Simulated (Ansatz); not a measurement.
# CH2 on Al(110): hop by a lattice vector of the surface, part 1 of 2

Aim: the minimum-energy path and barrier of the hop by a lattice vector of the surface. The ends are relaxed first, then joined by a nudged elastic band. The slab cell is 2×2, 4 layers thick, and the adsorbate is set down on it by hand.

Program: Ansatz 0.2.0. Level of theory: DFT PBE+D3(BJ), plane waves, PAW, scalar-relativistic, no spin polarisation. These are calculated values, not measurements.

### Step 1. The structure to begin with

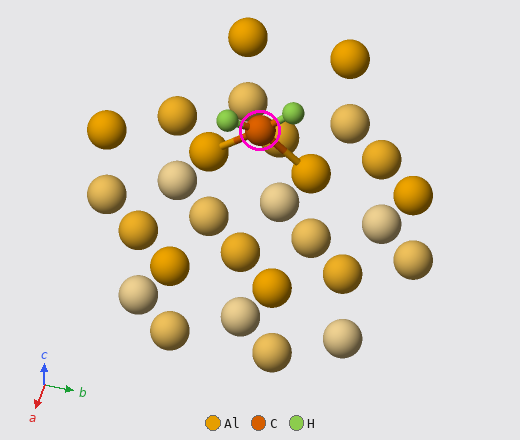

Start, viewed from above, slightly tilted; aluminium amber, carbon orange, hydrogen green. Each atom of the cell is drawn once, at one copy chosen for all pictures, so bonds across the cell's faces may be missing, with copies of the slab's atoms added to fill out the patch; deeper layers are paler. Ringed: C17.

The coordinates stand in the first input below.

### Step 2. End point A

File input.yaml:

```yaml
crystal:
  lattice:
    - [8.1, 0.0, 0.0]
    - [0.0, 5.727565, 0.0]
    - [0.0, 0.0, 16.295674]
  atoms:
    - { symbol: Al, position: [0.25, 0.25, 0.061366] }
    - { symbol: Al, position: [0.75, 0.25, 0.061366] }
    - { symbol: Al, position: [0.25, 0.75, 0.061366] }
    - { symbol: Al, position: [0.75, 0.75, 0.061366] }
    - { symbol: Al, position: [0.0, 0.0, 0.1492354] }
    - { symbol: Al, position: [0.5, 0.0, 0.1492354] }
    - { symbol: Al, position: [0.0, 0.5, 0.1492354] }
    - { symbol: Al, position: [0.5, 0.5, 0.1492354] }
    - { symbol: Al, position: [0.25, 0.25, 0.2371048] }
    - { symbol: Al, position: [0.75, 0.25, 0.2371048] }
    - { symbol: Al, position: [0.25, 0.75, 0.2371048] }
    - { symbol: Al, position: [0.75, 0.75, 0.2371048] }
    - { symbol: Al, position: [0.0, 0.0, 0.3249742] }
    - { symbol: Al, position: [0.5, 0.0, 0.3249742] }
    - { symbol: Al, position: [0.0, 0.5, 0.3249742] }
    - { symbol: Al, position: [0.5, 0.5, 0.3249742] }
    - { symbol: C, position: [-0.0001757, 0.2518598, 0.4127276] }
    - { symbol: H, position: [-0.0438997, 0.3963166, 0.4495472] }
    - { symbol: H, position: [0.0435482, 0.1074029, 0.4495472] }
basis:
  ecutwfc: 420.0
kpoints:
  mp_grid: { grid: [3, 4, 1] }
hamiltonian:
  xc: pbe
  dispersion: d3bj
scf:
  occupations: { method: gaussian, width: 0.15 }
  lower_state_search: "off"
relax:
  f_tol: 0.03
  max_steps: 60
  adjacent_minimum: "off"
  constraints: [{ sites: [0, 1, 2, 3] }]
```

On the command line:

```
ansatz run input.yaml --threads 2 --pin off --max-ram 5120MiB --backend cpu --events-out ev --progress --plain --runs-dir out
```

The program printed, cut to the lines that bear on the results:

```text
Warning: RAYON_NUM_THREADS=2 ignored (pool sized by the plan → 2); use --threads N
[...]
Pseudopotentials: kind: paw
Pseudopotential: Al, paw, valence charge 3, recommended cutoff 420 eV (normal), Al.paw.azcp
Pseudopotential: C, paw, valence charge 4, recommended cutoff 420 eV (normal), C.paw.azcp
Pseudopotential: H, paw, valence charge 1, recommended cutoff 420 eV (normal), H.paw.azcp
Functional definition: PBE
[...]
Crystal: 19 atoms, lattice volume = 756.010 Å³
Basis set: ecut = 420 eV, 14851 PW (Γ), exchange–correlation on 120×80×240 points (8 copies of the dense FFT grid, shifted against one another)
Bands: 46, of which v1, the nominal top of the filled ones, is band 27 counted from 1 (26 counted from 0)
Symmetry: 1 space group operations
Space group: P1 (ITA 1), of the structure as read, at distance tolerance 9.1e-5 Å
k-points: 7 of 12 (time reversal used)
[...]
SCF iter   1: F=—  HF=-8879.572513 eV  |F-HF|=—  |Δ(HF+E_count)|=         —  Δρ=2.26e-3  dr2=8.86e-2  ethr=1.77e-3  ⟨swp⟩=15.1  Hψ=2265  notcnv=0
[...]
relax step   1: F+E_penalty+E_count = -8879.57023282 eV  Δ(F+E_penalty+E_count) = +0.000e0 eV  max|allowed force component| = 1.848e0 eV/Å  Δτ_max = 0.0000 Å  (6 SCF iters, dr2 threshold 2.25e-5 eV, accepted)
[...]
relax step   3: F+E_penalty+E_count = -8880.53072564 eV  Δ(F+E_penalty+E_count) = -4.138e-1 eV  max|allowed force component| = 1.239e0 eV/Å  Δτ_max = 0.1951 Å  (5 SCF iters, dr2 threshold 5.09e-5 eV, accepted)
[...]
relax step   4: F+E_penalty+E_count = -8880.89736699 eV  Δ(F+E_penalty+E_count) = -3.666e-1 eV  max|allowed force component| = 8.390e-1 eV/Å  Δτ_max = 0.2000 Å  (5 SCF iters, dr2 threshold 1.00e-4 eV, accepted)
SCF iter   1: F=—  HF=-8881.153780 eV  |F-HF|=—  |Δ(HF+E_count)|=         —  Δρ=5.19e-3  dr2=9.34e-2  ethr=2.81e-3  ⟨swp⟩=2.7  Hψ=822  notcnv=0  defer=29
[...]
```

### Step 3. The output, continued: end point A relaxed

Output, continued:

```text
SCF iter   2: F=—  HF=-8881.153017 eV  |F-HF|=—  |Δ(HF+E_count)|=   7.62e-4  Δρ=5.65e-4  dr2=4.82e-3  ethr=1.73e-4  ⟨swp⟩=2.0  Hψ=508  notcnv=0  defer=39
SCF iter   3: F=—  HF=-8881.152443 eV  |F-HF|=—  |Δ(HF+E_count)|=   5.74e-4  Δρ=1.78e-4  dr2=4.85e-4  ethr=8.92e-6  ⟨swp⟩=2.0  Hψ=446  notcnv=0  defer=39
SCF iter   4: F=-8881.152396 eV  HF=-8881.152398 eV  |F-HF|=2.53e-6  |Δ(HF+E_count)|=   4.53e-5  Δρ=3.19e-5  dr2=1.08e-5  ethr=1.85e-7  ⟨swp⟩=3.1  Hψ=1190  notcnv=0
SCF 5 converged in 4 iterations: F = -8881.152396 eV  dr2 = 1.08e-5
relax step   5: F+E_penalty+E_count = -8881.15239557 eV  Δ(F+E_penalty+E_count) = -2.550e-1 eV  max|allowed force component| = 4.952e-1 eV/Å  Δτ_max = 0.2000 Å  (4 SCF iters, dr2 threshold 1.00e-4 eV, accepted)
SCF iter   1: F=—  HF=-8881.302163 eV  |F-HF|=—  |Δ(HF+E_count)|=         —  Δρ=5.74e-3  dr2=1.45e-1  ethr=1.94e-3  ⟨swp⟩=3.0  Hψ=833  notcnv=0  defer=42
preconditioner: auto → LDOS  [metal: Δε(μ)=0.054 eV  Ē_g=6.614 eV  σ=0.150 eV  W_gap=0.20  n_scr=70 (ndim 8)  ℏωp=9.9 eV  f_vac=0.450  D(μ)=8.67/eV (n_scr^D=42)  β→1.0]
SCF iter   2: F=—  HF=-8881.293837 eV  |F-HF|=—  |Δ(HF+E_count)|=   8.33e-3  Δρ=1.23e-3  dr2=2.33e-2  ethr=2.68e-4  ⟨swp⟩=2.0  Hψ=536  notcnv=0  defer=53
SCF iter   3: F=—  HF=-8881.288772 eV  |F-HF|=—  |Δ(HF+E_count)|=   5.06e-3  Δρ=3.18e-4  dr2=1.74e-3  ethr=4.31e-5  ⟨swp⟩=2.0  Hψ=433  notcnv=0  defer=53
SCF iter   4: F=—  HF=-8881.288470 eV  |F-HF|=—  |Δ(HF+E_count)|=   3.03e-4  Δρ=4.88e-5  dr2=2.96e-5  ethr=3.22e-6  ⟨swp⟩=2.0  Hψ=455  notcnv=0  defer=52
SCF iter   5: F=-8881.288471 eV  HF=-8881.288473 eV  |F-HF|=1.38e-6  |Δ(HF+E_count)|=   2.86e-6  Δρ=1.34e-5  dr2=3.21e-6  ethr=5.48e-8  ⟨swp⟩=4.3  Hψ=939  notcnv=0
SCF 6 converged in 5 iterations: F = -8881.288471 eV  dr2 = 3.21e-6
relax step   6: F+E_penalty+E_count = -8881.28847121 eV  Δ(F+E_penalty+E_count) = -1.361e-1 eV  max|allowed force component| = 3.497e-1 eV/Å  Δτ_max = 0.2000 Å  (5 SCF iters, dr2 threshold 8.54e-5 eV, accepted)
SCF iter   1: F=—  HF=-8881.322433 eV  |F-HF|=—  |Δ(HF+E_count)|=         —  Δρ=3.66e-3  dr2=6.62e-2  ethr=1.12e-3  ⟨swp⟩=2.3  Hψ=715  notcnv=0  defer=64
preconditioner: auto → LDOS  [metal: Δε(μ)=0.009 eV  Ē_g=6.631 eV  σ=0.150 eV  W_gap=0.04  n_scr=70 (ndim 8)  ℏωp=9.9 eV  f_vac=0.451  D(μ)=8.44/eV (n_scr^D=42)  β→1.0]
SCF iter   2: F=—  HF=-8881.316694 eV  |F-HF|=—  |Δ(HF+E_count)|=   5.74e-3  Δρ=8.20e-4  dr2=1.05e-2  ethr=1.23e-4  ⟨swp⟩=2.0  Hψ=539  notcnv=0  defer=66
SCF iter   3: F=—  HF=-8881.314842 eV  |F-HF|=—  |Δ(HF+E_count)|=   1.85e-3  Δρ=2.09e-4  dr2=9.11e-4  ethr=1.94e-5  ⟨swp⟩=2.0  Hψ=435  notcnv=0  defer=66
SCF iter   4: F=—  HF=-8881.314704 eV  |F-HF|=—  |Δ(HF+E_count)|=   1.38e-4  Δρ=3.62e-5  dr2=1.79e-5  ethr=1.69e-6  ⟨swp⟩=2.0  Hψ=440  notcnv=0  defer=66
SCF iter   5: F=-8881.314703 eV  HF=-8881.314704 eV  |F-HF|=1.32e-6  |Δ(HF+E_count)|=   3.16e-7  Δρ=1.12e-5  dr2=2.38e-6  ethr=3.32e-8  ⟨swp⟩=4.0  Hψ=934  notcnv=0
SCF 7 converged in 5 iterations: F = -8881.314703 eV  dr2 = 2.38e-6
relax step   7: F+E_penalty+E_count = -8881.31470284 eV  Δ(F+E_penalty+E_count) = -2.623e-2 eV  max|allowed force component| = 2.255e-2 eV/Å  Δτ_max = 0.1219 Å  (5 SCF iters, dr2 threshold 4.26e-5 eV, accepted)
iter 1 solved again at ethr=4.43e-9 eV; its pass at ethr=3.10e-3 eV (dr2=2.39e-6 eV) is discarded
SCF iter   1: F=—  HF=-8881.314452 eV  |F-HF|=—  |Δ(HF+E_count)|=         —  Δρ=1.13e-5  dr2=2.40e-6  ethr=4.43e-9  ⟨swp⟩=1.1  Hψ=813  notcnv=0  defer=64
preconditioner: auto → LDOS  [metal: Δε(μ)=0.021 eV  Ē_g=6.633 eV  σ=0.150 eV  W_gap=0.08  n_scr=70 (ndim 8)  ℏωp=9.9 eV  f_vac=0.450  D(μ)=8.64/eV (n_scr^D=42)  β→1.0]
SCF iter   2: F=—  HF=-8881.314704 eV  |F-HF|=—  |Δ(HF+E_count)|=   2.53e-4  Δρ=6.89e-6  dr2=7.61e-7  ethr=4.43e-9  ⟨swp⟩=2.0  Hψ=447  notcnv=0  defer=64
SCF iter   3: F=-8881.314704 eV  HF=-8881.314704 eV  |F-HF|=1.84e-8  |Δ(HF+E_count)|=   1.05e-7  Δρ=1.51e-6  dr2=4.94e-8  ethr=1.85e-10  ⟨swp⟩=3.0  Hψ=1172  notcnv=0
SCF 8 converged in 3 iterations: F = -8881.314704 eV  dr2 = 4.94e-8
relax step   8: F+E_penalty+E_count = -8881.31470429 eV  Δ(F+E_penalty+E_count) = -1.450e-6 eV  max|allowed force component| = 2.232e-2 eV/Å  Δτ_max = 0.0000 Å  (3 SCF iters, accepted)
SCF converged after 3 iterations
Free energy (F): -8881.314704 eV
Harris-Foulkes:  -8881.314704 eV  (|F-HF|=1.84e-8)
Internal energy: -8881.217545 eV  (E = F + TS)
E sigma→0 (E₀):  -8881.266124 eV
Entropy (-TS):   -0.097160 eV (-5.114 meV/atom)
Fermi energy:    0.379037 eV
--- Per-component energies (eV) ---
  E_band       = -217.955304
  E_kinetic    = 461.282863
  E_local      = -5666.421246  (includes V_loc(G=0)·N_el)
  E_nonlocal   = 198.417191
  E_hartree    = 2691.771438
  E_xc         = -688.632374
  E_vxc        = -528.174323  (∫ρ·V_xc dr)
  E_paw        = -7577.655539  (= ΣΔE_a)
  E_vpaw       = -66.594923  (= ΣTr[D̂ρ^β])
  E_aug_tail   = -0.002689  (compensation charges beyond the density's cutoff)
  E_ewald      = 1703.524516
  E_disp       = -3.501706  (pairwise vdW)
  E_smearing   = -0.097160  (= −TS)
  E_closure    = 0.000000  (closes the sum)
  Σ components = -8881.314704   (vs F -8881.314704, Δ=0.00e0)
--- Forces (eV/Å), atoms counted from 1 ---
  atom   1  Al    -0.00829880    -0.00458907    -0.09974384
  atom   2  Al     0.00839358     0.00473532    -0.09991250
  atom   3  Al    -0.11239105     0.00379806     0.09994168
  atom   4  Al     0.11258227    -0.00344666     0.09994852
  atom   5  Al     0.00397111     0.00234168     0.00836794
  atom   6  Al     0.00210855    -0.00052803     0.00639554
  atom   7  Al    -0.00462190    -0.00226850     0.00864522
  atom   8  Al    -0.00235294     0.00052020     0.00620716
  atom   9  Al     0.00392461     0.02026135    -0.00979917
  atom  10  Al    -0.00418567    -0.02100216    -0.00966750
  atom  11  Al    -0.00105178    -0.00329536    -0.00220545
  atom  12  Al     0.00166428     0.00331141    -0.00269104
  atom  13  Al    -0.00225026    -0.00743447    -0.01233646
  atom  14  Al    -0.00737124    -0.00415254    -0.00175047
  atom  15  Al     0.00185699     0.00890682    -0.01245923
  atom  16  Al     0.00724558     0.00399290    -0.00176616
  atom  17  C      0.00085401    -0.00147569     0.02232040
  atom  18  H      0.00856275    -0.00415103     0.00025806
  atom  19  H     -0.00864285     0.00447448     0.00013239
  max |Σ_I F_I| component: 1.15e-4 eV/Å
--- Relaxed structure (8 steps of the walk, 8 accepted, 0 SCFs on fresh bases) ---
  F+E_penalty+E_count = -8881.31470429 eV   max|allowed force component| = 2.232e-2 eV/Å
  atoms:
    - { symbol: Al, position: [0.25, 0.25, 0.061366] }
    - { symbol: Al, position: [0.75, 0.25, 0.061366] }
    - { symbol: Al, position: [0.25, 0.7500000000000001, 0.061366] }
    - { symbol: Al, position: [0.75, 0.7500000000000001, 0.061366] }
    - { symbol: Al, position: [-0.0002658207410100085, -4.220579236539787e-5, 0.1429756908209281] }
    - { symbol: Al, position: [0.5000647079566847, -0.0010362981506303608, 0.13862533233125957] }
    - { symbol: Al, position: [0.00027888120821352945, 0.5000595263621659, 0.1429647960397095] }
    - { symbol: Al, position: [0.49993686173143825, 0.501059225176384, 0.13862739873503546] }
    - { symbol: Al, position: [0.25409108011533393, 0.24858041598254854, 0.22944728779148998] }
    - { symbol: Al, position: [0.7459135745130867, 0.2515016483137848, 0.22943856138301916] }
    - { symbol: Al, position: [0.252037928611968, 0.7496242419842273, 0.2350637511626867] }
    - { symbol: Al, position: [0.747947782396218, 0.7504415890340151, 0.2350633771135083] }
    - { symbol: Al, position: [-0.00014655000108744883, -0.016717767957853513, 0.31499249072725216] }
    - { symbol: Al, position: [0.5004688731983685, 0.0019280926366661809, 0.3112270294380822] }
    - { symbol: Al, position: [0.00013262533164207568, 0.5167156920889284, 0.31497917346337945] }
    - { symbol: Al, position: [0.49953537655163727, 0.4981484014658089, 0.3112297420572705] }
    - { symbol: C, position: [-0.0001046555288991399, 0.250032027336415, 0.3931032932137333] }
    - { symbol: H, position: [-0.11133049172987053, 0.25051720465116134, 0.43194689475561227] }
    - { symbol: H, position: [0.11102035305970717, 0.24952136684380136, 0.43201892981902096] }
```

It took 37 s on 2 threads of INTEL XEON PLATINUM 8581C at 2.10GHz (Emerald Rapids), shared host; peak memory 0.92 GiB.

The steps of the relaxation:

| step | energy from step 1 (eV/cell) | largest force component (eV/Å) |
| --- | --- | --- |
| 1 | 0.0000 | 1.8477 |
| 2 | -0.5467 | 0.9024 |
| 3 | -0.9605 | 1.2394 |
| 4 | -1.3271 | 0.8390 |
| 5 | -1.5822 | 0.4952 |
| 6 | -1.7182 | 0.3497 |
| 7 | -1.7445 | 0.0226 |
| 8 | -1.7445 | 0.0223 |

Step 1 is the start. Step 8 solves the same geometry again. 4 atoms are held fixed.

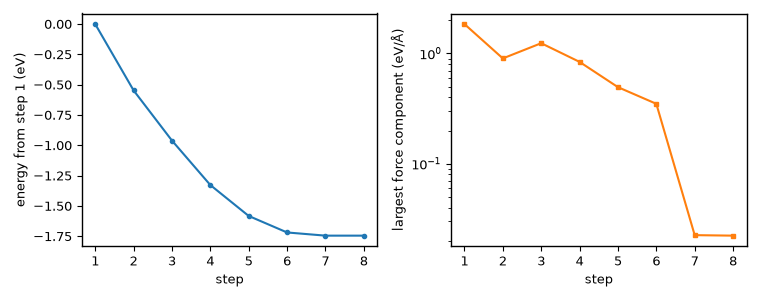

How energy and force went from step to step.

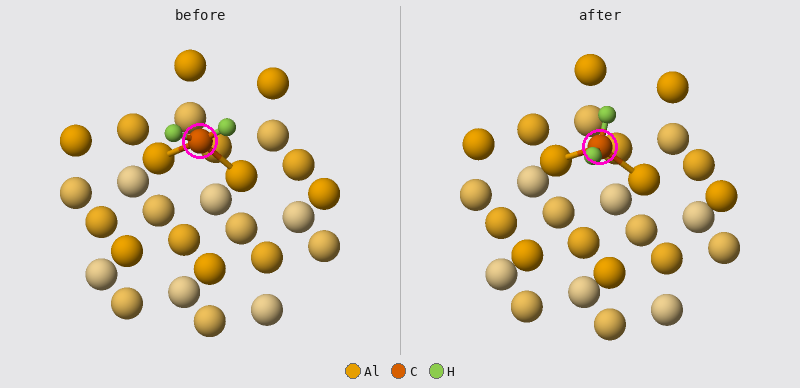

The structure before (left) and after (right), drawn at the same scale. Each atom of the cell is drawn once, at one copy chosen for all pictures, so bonds across the cell's faces may be missing, with copies of the slab's atoms added to fill out the patch; deeper layers are paler.

The largest move, 1.04 Å, is shared by several atoms, H18 among them.

### Step 4. Nudged elastic band

crystal.atoms is end A as relaxed above, and neb.final_atoms is the same geometry shifted by the lattice vector, with the slab's atoms relabelled. With 7 inner images the band has 9 in all.

File input.yaml:

```yaml
crystal:
  lattice:
    - [8.1, 0.0, 0.0]
    - [0.0, 5.727565, 0.0]
    - [0.0, 0.0, 16.295674]
  atoms:
    - { symbol: Al, position: [0.25, 0.25, 0.061366] }
    - { symbol: Al, position: [0.75, 0.25, 0.061366] }
    - { symbol: Al, position: [0.25, 0.75, 0.061366] }
    - { symbol: Al, position: [0.75, 0.75, 0.061366] }
    - { symbol: Al, position: [-0.00026582, -4.221e-05, 0.14297569] }
    - { symbol: Al, position: [0.50006471, -0.0010363, 0.13862533] }
    - { symbol: Al, position: [0.00027888, 0.50005953, 0.1429648] }
    - { symbol: Al, position: [0.49993686, 0.50105923, 0.1386274] }
    - { symbol: Al, position: [0.25409108, 0.24858042, 0.22944729] }
    - { symbol: Al, position: [0.74591357, 0.25150165, 0.22943856] }
    - { symbol: Al, position: [0.25203793, 0.74962424, 0.23506375] }
    - { symbol: Al, position: [0.74794778, 0.75044159, 0.23506338] }
    - { symbol: Al, position: [-0.00014655, -0.01671777, 0.31499249] }
    - { symbol: Al, position: [0.50046887, 0.00192809, 0.31122703] }
    - { symbol: Al, position: [0.00013263, 0.51671569, 0.31497917] }
    - { symbol: Al, position: [0.49953538, 0.4981484, 0.31122974] }
    - { symbol: C, position: [-0.00010466, 0.25003203, 0.39310329] }
    - { symbol: H, position: [-0.11133049, 0.2505172, 0.43194689] }
    - { symbol: H, position: [0.11102035, 0.24952137, 0.43201893] }
basis:
  ecutwfc: 420.0
kpoints:
  mp_grid: { grid: [3, 4, 1] }
hamiltonian:
  xc: pbe
  dispersion: d3bj
scf:
  occupations: { method: gaussian, width: 0.15 }
  lower_state_search: "off"
neb:
  images: 7
  f_tol: 0.03
  initial_path: idpp
  max_iterations: 70
  spring: { min: 2.0, max: 10.0 }
  constraints: [{ sites: [0, 1, 2, 3] }]
  final_atoms:
    - { symbol: Al, position: [0.25, 0.25, 0.061366] }
    - { symbol: Al, position: [0.75, 0.25, 0.061366] }
    - { symbol: Al, position: [0.25, 0.75, 0.061366] }
    - { symbol: Al, position: [0.75, 0.75, 0.061366] }
    - { symbol: Al, position: [0.00027888, 5.952e-05, 0.1429648] }
    - { symbol: Al, position: [0.49993686, 0.00105922, 0.1386274] }
    - { symbol: Al, position: [-0.00026582, 0.49995778, 0.14297569] }
    - { symbol: Al, position: [0.50006471, 0.49896369, 0.13862533] }
    - { symbol: Al, position: [0.25203793, 0.24962423, 0.23506375] }
    - { symbol: Al, position: [0.74794778, 0.25044158, 0.23506338] }
    - { symbol: Al, position: [0.25409108, 0.74858041, 0.22944729] }
    - { symbol: Al, position: [0.74591357, 0.75150164, 0.22943856] }
    - { symbol: Al, position: [0.00013263, 0.01671568, 0.31497917] }
    - { symbol: Al, position: [0.49953538, -0.00185161, 0.31122974] }
    - { symbol: Al, position: [-0.00014655, 0.48328222, 0.31499249] }
    - { symbol: Al, position: [0.50046887, 0.50192808, 0.31122703] }
    - { symbol: C, position: [-0.00010466, 0.75003202, 0.39310329] }
    - { symbol: H, position: [-0.11133049, 0.75051719, 0.43194689] }
    - { symbol: H, position: [0.11102035, 0.74952136, 0.43201893] }
  order_check: true
```

On the command line:

```
ansatz run input.yaml --threads 2 --pin off --max-ram 5120MiB --backend cpu --events-out ev --progress --plain --runs-dir out
```

The program printed, cut to the lines that bear on the results:

```text
Warning: neb: disabling space-group detection — the band's intermediate images generally break the endpoint symmetry, so no spatial operation reduces the k-mesh or symmetrises the density, except that a semilocal band can use its path's symmetry ahead of convergence; time reversal is [...]
Warning: RAYON_NUM_THREADS=2 ignored (pool sized by the plan → 2); use --threads N
[...]
[... 5 set-up lines as earlier in the session ...]
[...]
parallel-image band execution: 2 concurrent image workers
NEB image 0
Crystal: 19 atoms, lattice volume = 756.010 Å³
Basis set: ecut = 420 eV, 14851 PW (Γ), exchange–correlation on 120×80×240 points (8 copies of the dense FFT grid, shifted against one another)
[...]
NSCF: frozen V_eff on 7 k-points
NEB image 8
[...]
NSCF: frozen V_eff on 7 k-points
NEB end point (image 0): max|allowed force component| = 2.211e-2 eV/Å (the criterion of neb.relax_end_points is 1.000e-2)
NEB end point (image 8): max|allowed force component| = 2.212e-2 eV/Å (the criterion of neb.relax_end_points is 1.000e-2)
NEB image 1
[...]
SCF iter   6: F=-8880.797165 eV  HF=-8880.797165 eV  |F-HF|=1.38e-8  |Δ(HF+E_count)|=   5.51e-7  Δρ=2.45e-6  dr2=9.34e-8  ethr=1.85e-10  ⟨swp⟩=3.7  Hψ=1331  notcnv=0
[...]
NEB image 2
[...]
NEB image 3
[...]
NEB image 4
[...]
NEB image 5
[...]
NEB image 6
[...]
NEB image 7
NEB iter   1: max|band force component| = 6.425e0 eV/Å  barrier→ = 2.4023 eV  barrier← = 2.4023 eV  Δτ_max = 0.1992 Å  (61 SCF iters)
[...]
NEB iter   4: max|band force component| = 3.194e-1 eV/Å  barrier→ = 1.6046 eV  barrier← = 1.6046 eV  CI = image 4  Δτ_max = 0.1957 Å  (49 SCF iters)
[...]
NEB iter   5: max|band force component| = 2.238e-1 eV/Å  barrier→ = 1.6030 eV  barrier← = 1.6030 eV  CI = image 4  Δτ_max = 0.0707 Å  (45 SCF iters)
NEB image 1
[...]
NEB image 2
[...]
NEB image 3
[...]
NEB image 4
[...]
NEB image 5
[...]
NEB image 6
[...]
NEB image 7
[...]
```

### Step 5. The output, continued: band between the two ends

The log, continued, cut to the lines that bear on the results:

```text
NEB iter   6: max|band force component| = 9.907e-2 eV/Å  barrier→ = 1.5925 eV  barrier← = 1.5925 eV  CI = image 4  Δτ_max = 0.0682 Å  (40 SCF iters)
[...]
NEB iter   7: max|band force component| = 5.766e-2 eV/Å  barrier→ = 1.5929 eV  barrier← = 1.5929 eV  CI = image 4  Δτ_max = 0.0341 Å  (38 SCF iters)
[...]
NEB iter   8: max|band force component| = 2.994e-2 eV/Å  barrier→ = 1.5915 eV  barrier← = 1.5915 eV  CI = image 4  CI's point: of a kind that is not told: the force calls were inconclusive, a negative curvature could not be distinguished from the path's own, the only one lies far off the [...]
Free energy (F): -8879.723156 eV
[...]
E sigma→0 (E₀):  -8879.670615 eV
Entropy (-TS):   -0.105082 eV (-5.531 meV/atom)
Fermi energy:    0.290510 eV
[...]
--- Forces (eV/Å), atoms counted from 1 ---
  atom   1  Al    -0.01704558    -0.00665176     0.00033626
[...]
    - { symbol: Al, position: [0.249948968601203, 0.24730391590790243, 0.2328778559082679] }
    - { symbol: Al, position: [0.750147404720294, 0.24747487692789552, 0.23287433833665502] }
    - { symbol: Al, position: [0.2499126395708438, 0.7527938723354227, 0.23289707151581285] }
    - { symbol: Al, position: [0.7501953936915408, 0.7526103396370817, 0.2328923466865722] }
    - { symbol: Al, position: [-0.0002515142358769519, -0.00013955778459969284, 0.32607566805081] }
    - { symbol: Al, position: [0.5001117638189163, 5.2655667285727565e-5, 0.3123316270418818] }
    - { symbol: Al, position: [0.00026423190765027186, 0.4997872044804149, 0.3061381707204534] }
    - { symbol: Al, position: [0.5000012979833383, 0.5000587381965377, 0.3109426630305027] }
    - { symbol: C, position: [-0.0013065173978008807, 0.4997851466964081, 0.4219476736739141] }
    - { symbol: H, position: [-0.11597041764058547, 0.49948068769275794, 0.4575548719204274] }
    - { symbol: H, position: [0.11037626885651924, 0.5009626310063444, 0.45976637707171586] }
```

Wall time 11 min (2 threads of INTEL XEON PLATINUM 8581C at 2.10GHz (Emerald Rapids), shared host); peak memory 2 GiB.

(Continued in part 2 of 2.)
